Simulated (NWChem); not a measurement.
**SiH3O2 (SMILES O[SiH]O) at 4 levels**

Aim: a comparison of 4 runs (UMP2/6-31G*, UMP2/6-31+G*, UMP2/6-31++G**, UMP2/6-311+G**) of SiH3O2. 

Program for the calculation: NWChem 7.3.0.

## Step 1: The system as given

The species is SiH3O2 (6 atoms), meant as a doublet with charge 0. As SMILES, `O[SiH]O`. The shape is that of a PBE0-D4/def2-TZVP optimisation. This is one conformer, not always the lowest.

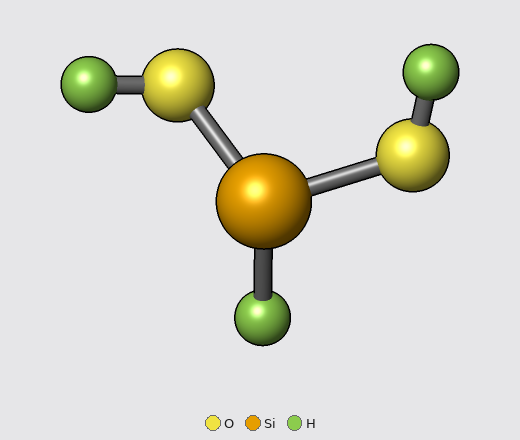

Viewed from a chosen angle; oxygen yellow, silicon amber, hydrogen green.

## Step 2: Energy and forces at UMP2/6-31G(d) (spherical functions) (run 1)

Input file job.xyz:

```xyz
6
H3O2Si
O     -1.186200    -0.443400    -0.202500
Si     0.358900     0.083300    -0.457100
O      1.071000     0.255000     1.010900
H     -1.625300    -0.879000    -0.934700
H      0.393800     1.459300    -1.043800
H      0.987700    -0.475200     1.627200
```

Input file job.nw:

```
start job
title "H3O2Si"
memory 2200 mb

geometry units angstroms noautosym nocenter noautoz
load format xyz job.xyz
end

basis spherical bse
* library 6-31G*
end

scf
nopen 1
uhf
thresh 1e-08
maxiter 80
print low
end

mp2
freeze core 7
tight
end

task mp2 gradient
```

Launch:

```
nwchem job.nw > job.out
```

The log of the run:

```text
[...]
  functions       =    52
[...]
  wavefunction    = UHF
[...]
         Total SCF energy =   -440.414496222998
      One electron energy =   -832.260978816583
      Two electron energy =    280.237476874220
 Nuclear repulsion energy =    111.609005719365
                       Sz =      0.5000
                 Sz(Sz+1) =      0.7500
                      S^2 =      0.7540
[...]
          Total MP2 energy          -440.838630994480
[...]
                         mp2 ENERGY GRADIENTS
    atom               coordinates                        gradient
                 x          y          z           x          y          z
   1 O      -2.241593  -0.837905  -0.382670    0.008579   0.000498  -0.009790
   2 Si      0.678223   0.157414  -0.863794   -0.004448  -0.006711   0.014297
   3 O       2.023897   0.481880   1.910324   -0.008618  -0.010011  -0.006432
   4 H      -3.071372  -1.661069  -1.766327    0.004986   0.005424   0.008421
   5 H       0.744174   2.757677  -1.972496   -0.001333   0.002063   0.000135
   6 H       1.866482  -0.897998   3.074962    0.000834   0.008736  -0.006631
[...]
```

Wall time 17 s (1 thread of AMD EPYC 7R43 (Zen 3), shared host); peak memory 0.12 GiB.

## Step 3: Energy and gradient at UMP2/6-31+G(d) (spherical functions) (run 2)

Input file work.nw:

```
start work
title "H3O2Si gradient"
memory total 2200 mb
charge 0
geometry noautosym nocenter noautoz
  O     -1.186200    -0.443400    -0.202500
  Si     0.358900     0.083300    -0.457100
  O      1.071000     0.255000     1.010900
  H     -1.625300    -0.879000    -0.934700
  H      0.393800     1.459300    -1.043800
  H      0.987700    -0.475200     1.627200
end
basis spherical bse
  * library 6-31+G*
end
scf
  doublet
  uhf
  thresh 1e-08
  maxiter 80
  print low
end
mp2
  freeze core 7
  tight
end
task mp2 gradient
```

Launch:

```
nwchem work.nw > work.out
```

The log of the run:

```text
[...]
  functions       =    64
[...]
  wavefunction    = UHF
[...]
         Total SCF energy =   -440.426212701471
      One electron energy =   -831.915977587332
      Two electron energy =    279.880759166496
 Nuclear repulsion energy =    111.609005719365
                       Sz =      0.5000
                 Sz(Sz+1) =      0.7500
                      S^2 =      0.7539
[...]
          Total MP2 energy          -440.859652847411
[...]
                         mp2 ENERGY GRADIENTS
    atom               coordinates                        gradient
                 x          y          z           x          y          z
   1 O      -2.241593  -0.837905  -0.382670    0.010363   0.000919  -0.010672
   2 Si      0.678223   0.157414  -0.863794   -0.009571  -0.010659   0.019485
   3 O       2.023897   0.481880   1.910324   -0.008689  -0.009487  -0.007698
   4 H      -3.071372  -1.661069  -1.766327    0.008294   0.006924   0.009061
   5 H       0.744174   2.757677  -1.972496   -0.000619   0.002905  -0.000198
   6 H       1.866482  -0.897998   3.074962    0.000221   0.009397  -0.009979
[...]
```

It took 26 s on 1 thread of AMD EPYC 7R43 (Zen 3), shared host; peak memory 0.15 GiB.

Run 3 isn't shown in full; the table further down has it.

## Step 4: Energy and gradient at UMP2/6-311+G(d,p) (run 4)

Input file nw.nw:

```
echo
start nw
title "H3O2Si"
memory total 2200 mb
charge 0

geometry units angstrom noautosym nocenter noautoz
O     -1.186200    -0.443400    -0.202500
Si     0.358900     0.083300    -0.457100
O      1.071000     0.255000     1.010900
H     -1.625300    -0.879000    -0.934700
H      0.393800     1.459300    -1.043800
H      0.987700    -0.475200     1.627200
end

basis spherical bse
O library 6-311+G**
Si library 6-311+G**
H library 6-311+G**
end

scf
nopen 1
uhf
thresh 1e-08
maxiter 80
print low
end

mp2
freeze core 7
tight
end

task mp2 gradient
```

Launch:

```
nwchem nw.nw > nw.out
```

The log of the run:

```text
[...]
  functions       =    92
[...]
  wavefunction    = UHF
[...]
         Total SCF energy =   -440.503704073511
      One electron energy =   -832.112259192060
      Two electron energy =    279.999549399184
 Nuclear repulsion energy =    111.609005719365
                       Sz =      0.5000
                 Sz(Sz+1) =      0.7500
                      S^2 =      0.7542
[...]
          Total MP2 energy          -440.996370567734
[...]
                         mp2 ENERGY GRADIENTS
    atom               coordinates                        gradient
                 x          y          z           x          y          z
   1 O      -2.241593  -0.837905  -0.382670    0.008295   0.003419  -0.000289
   2 Si      0.678223   0.157414  -0.863794   -0.004911  -0.009734   0.011196
   3 O       2.023897   0.481880   1.910324   -0.003969   0.000263  -0.008308
   4 H      -3.071372  -1.661069  -1.766327    0.001269   0.000699  -0.000432
   5 H       0.744174   2.757677  -1.972496   -0.000229   0.005416  -0.001414
   6 H       1.866482  -0.897998   3.074962   -0.000456  -0.000062  -0.000754
[...]
```

It took 50 s on 1 thread of AMD EPYC 7R43 (Zen 3), shared host; peak memory 0.27 GiB.

## Step 5: The series

```
run                                 level  energy (Eh)  dipole moment (D)  correlation energy (mEh)   ⟨S²⟩  wall time
  1     UMP2/6-31G* (spherical functions)  -440.838631               2.29                    -424.1  0.754       17 s
  2    UMP2/6-31+G* (spherical functions)  -440.859653               2.27                    -433.4  0.754       26 s
  3  UMP2/6-31++G** (spherical functions)  -440.892948               2.23                    -449.8  0.754       36 s
  4                        UMP2/6-311+G**  -440.996371               2.23                    -492.7  0.754       50 s
```

Convergence of the dipole moment (of the density that the program reports) of doublet SiH3O2 with the basis set, against the last point:

```
basis set  from the last (D)  wall time
   6-31G*            +0.0532       17 s
  6-31+G*            +0.0308       26 s
6-31++G**            -0.0091       36 s
6-311+G**            +0.0000       50 s
```

Convergence of the total energy of doublet SiH3O2 with the basis set, against the last point:

```
basis set  from the last (mEh)  wall time
   6-31G*             +157.740       17 s
  6-31+G*             +136.718       26 s
6-31++G**             +103.422       36 s
6-311+G**               +0.000       50 s
```

## Step 6: Results

| quantity | value |
| --- | --- |
| run 4: total energy | -440.99637 Eh |
| run 4: dipole moment (of the density that the program reports) | 2.23 D |
| run 4: correlation energy (7 core orbitals frozen) | -492.7 mEh |
| run 4: ⟨S²⟩ of the reference determinant | 0.754 |
| run 4: largest force on an atom | 0.804 eV/Å |

What this shows: For the dipole moment (of the density that the program reports) of doublet SiH3O2 to stay within 0.05 D of the last point, 6-31+G* is the first point of the series from which all later ones do (26 s against 50 s). The dipole moment (its size) runs from 2.23 D (UMP2/6-31++G**) to 2.29 D (UMP2/6-31G*). All runs together took 2.1 min, the longest 50 s.
